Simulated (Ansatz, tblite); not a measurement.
# AlH2(SiH3) (AlSiH₅): one state, many levels, part 2 of 2

How do method and basis change the picture of AlH2(SiH3) (AlSiH₅) (singlet)?

Ansatz 0.2.0, Gaussian basis; as each input shows. Earlier steps stand in the parts before.

## Step 17: RPA/def2-TZVP

in.yaml

```yaml
crystal:
  periodic: [false, false, false]
  atoms:
    - {symbol: Al, position_ang: [0.701765, 1.222625, 0.012746]}
    - {symbol: H, position_ang: [2.289099, 1.240444, 0.033368]}
    - {symbol: H, position_ang: [-0.078931, 2.603773, -0.044365]}
    - {symbol: Si, position_ang: [-0.522581, -0.907337, 0.018856]}
    - {symbol: H, position_ang: [-1.870649, -0.797797, 0.643522]}
    - {symbol: H, position_ang: [0.214912, -1.994435, 0.721667]}
    - {symbol: H, position_ang: [-0.733616, -1.367262, -1.385793]}
basis:
  gaussian: {orbitals: def2-TZVP, initial_orbitals: start.molden}
hamiltonian: {xc: pbe}
correlation: {method: rpa}
scf: {omitted_lower_state_checks: [starts]}
```

The run is started by

```sh
ansatz run in.yaml --threads 4 --pin off --events-out ev --progress --plain --max-ram 3916MiB
```

Standard output, shortened:

```text
Functional definition: PBE
  name "PBE"
  cite "Perdew, Burke & Ernzerhof, Phys. Rev. Lett. 77, 3865 (1996) doi:10.1103/PhysRevLett.77.3865"
  parent pbe
[...]
696 factors; integrals over basis functions are off by at most 1.2e-3 eV
[...]
mean field -14547.33564096 eV, -534.6047242670 hartree, gradient 1.4e-6 eV, S^2 0.000000; 0 other end points of the search recorded, 0 dependent functions left out
10 core orbitals not correlated: weight in the atoms' cores, before any rotation towards them, 1.000 or more for the frozen orbitals, at most 0.000 for the correlated occupied ones
reference -14523.21146425 eV, -533.7181771248 hartree; 6, 6 occupied and 88, 88 virtual orbitals, 696 factors
Total energy: -14535.05681015 eV, -534.1534855577 hartree
Checks for a lower state left out: starts
```

Wall time 0.6 s (4 threads of AMD EPYC 9B14, shared host).

## Step 18: Levels side by side

| level | functions | HOMO (eV) | LUMO (eV) | gap (eV) | time |
| --- | --- | --- | --- | --- | --- |
| PBE-D4/def2-SVP | 61 | -6.56 | -2.87 | 3.70 | 0.25 s |
| PBE-D4/def2-TZVP | 104 | -6.55 | -2.88 | 3.67 | 0.35 s |
| revPBE-D4/def2-TZVP | 104 | -6.52 | -2.78 | 3.74 | 0.35 s |
| BLYP-D4/def2-TZVP | 104 | -6.42 | -2.75 | 3.66 | 0.45 s |
| r2SCAN-D4/def2-TZVP | 104 | -6.80 | -2.61 | 4.19 | 0.7 s |
| r2SCANh-D4/def2-TZVP | 104 | -7.19 | -2.35 | 4.84 | 0.7 s |
| B3LYP-D4/def2-TZVP | 104 | -7.43 | -2.31 | 5.13 | 0.4 s |
| PBE0-D4/def2-SVP | 61 | -7.66 | -2.12 | 5.54 | 0.25 s |
| PBE0-D4/def2-TZVP | 104 | -7.62 | -2.12 | 5.51 | 0.55 s |
| r2SCAN0-D4/def2-TZVP | 104 | -7.78 | -1.97 | 5.81 | 0.7 s |
| BHLYP-D4/def2-TZVP | 104 | -8.60 | -1.32 | 7.27 | 0.85 s |
| ωB97X-V/def2-TZVP | 104 | -9.88 | -0.20 | 9.68 | 1.1 s |

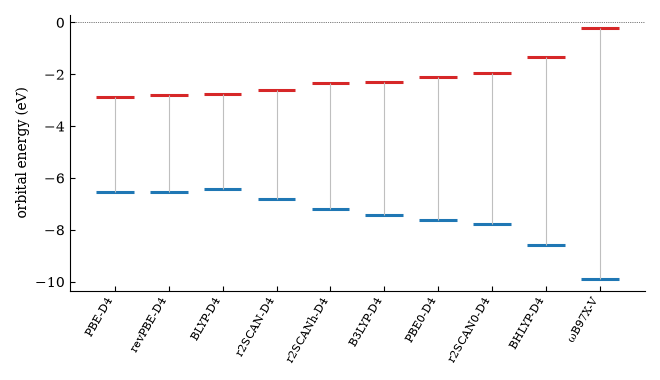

Highest filled (blue) and lowest empty (red) level in def2-TZVP.

Energy pieces by basis (eV):

| basis | HF | MP2 correlation | CCSD correlation | (T) | total |
| --- | --- | --- | --- | --- | --- |
| def2-TZVPP | -14524.1042 | -5.8443 | -7.0691 | -0.1918 | -14531.3651 |
| def2-TZVP | -14524.0824 | -5.3958 |  |  | -14529.4782 (MP2) |

## Step 19: Binding energy

Free atoms were run apart at each level; binding is atoms less cluster, divided by the number of atoms, without zero-point or spin-orbit terms.

Differences are taken before rounding.

| method | binding an atom (eV) | from CCSD(T)/def2-TZVPP (eV) | time |
| --- | --- | --- | --- |
| HF/def2-TZVP | 2.045 | -0.539 |  |
| HF/def2-TZVPP | 2.047 | -0.537 |  |
| PBE-D4/def2-SVP | 2.563 | -0.021 | 0.25 s |
| PBE-D4/def2-TZVP | 2.565 | -0.019 | 0.35 s |
| revPBE-D4/def2-TZVP | 2.545 | -0.039 | 0.35 s |
| BLYP-D4/def2-TZVP | 2.586 | +0.002 | 0.45 s |
| r2SCAN-D4/def2-TZVP | 2.626 | +0.042 | 0.7 s |
| r2SCANh-D4/def2-TZVP | 2.622 | +0.038 | 0.7 s |
| B3LYP-D4/def2-TZVP | 2.630 | +0.046 | 0.4 s |
| PBE0-D4/def2-SVP | 2.571 | -0.013 | 0.25 s |
| PBE0-D4/def2-TZVP | 2.577 | -0.007 | 0.55 s |
| r2SCAN0-D4/def2-TZVP | 2.617 | +0.033 | 0.7 s |
| BHLYP-D4/def2-TZVP | 2.623 | +0.038 | 0.85 s |
| ωB97X-V/def2-TZVP | 2.663 | +0.079 | 1.1 s |
| MP2/def2-TZVP | 2.466 | -0.118 | 0.35 s |
| CCSD/def2-TZVPP | 2.571 | -0.013 |  |
| CCSD(T)/def2-TZVPP | 2.584 | 0 | 2.8 s |

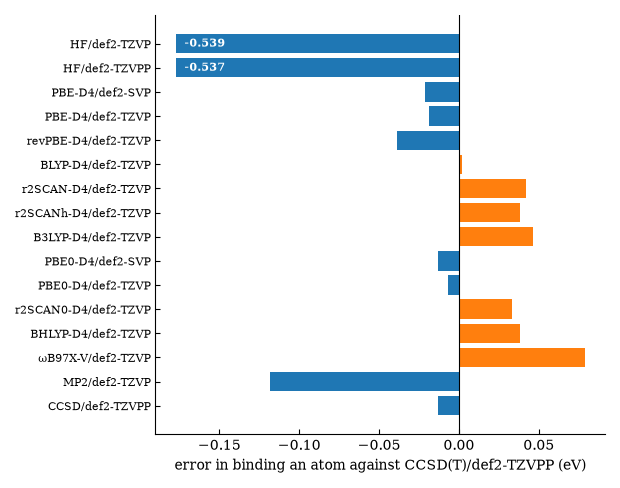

Error of each method against CCSD(T)/def2-TZVPP. Bars with a number in them are cut short.

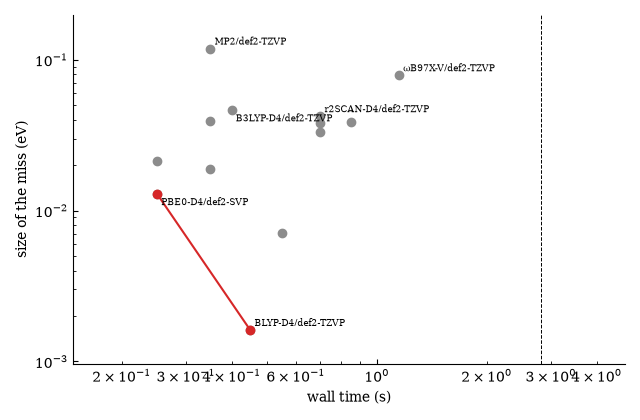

Miss against cost. Red marks the levels that no quicker level drawn beats (of those quicker than the yardstick), and the dashed line is the time of CCSD(T)/def2-TZVPP. Only those levels and the largest misses are named. Times are from a shared host. Runs this short are mostly start-up, so their order is noise.

## Step 20: Results

The summary covers parts 1 to 2.

| quantity | value |
| --- | --- |
| gap in def2-TZVP, named functionals, smallest and largest | 3.66 eV (BLYP-D4), 9.68 eV (ωB97X-V) |
| correlation energy, CCSD(T)/def2-TZVPP | -7.26 eV |
| correlation energy, MP2/def2-TZVP | -5.40 eV |
| binding an atom, CCSD(T)/def2-TZVPP | 2.584 eV |
| PBE0 total energy, smallest basis above largest | 5.09 eV (def2-SVP, def2-TZVP) |

**Reading.** Orbital gaps of the named functionals in def2-TZVP span 3.66 eV (BLYP-D4) to 9.68 eV (ωB97X-V); exact exchange widens it. The functionals in def2-TZVP miss CCSD(T)/def2-TZVPP by -0.039 (revPBE-D4) to +0.079 eV (ωB97X-V) an atom. CCSD(T)/def2-TZVPP isn't at the basis-set limit; small misses against it rank nothing.

BLYP-D4/def2-TZVP reaches 0.002 eV from the reference in 0.45 s, where CCSD(T)/def2-TZVPP took 2.8 s. The slowest run with a step of its own, CCSD(T)/def2-TZVPP, took 2.8 s; the quickest functional in def2-TZVP took 0.35 s (shared host).
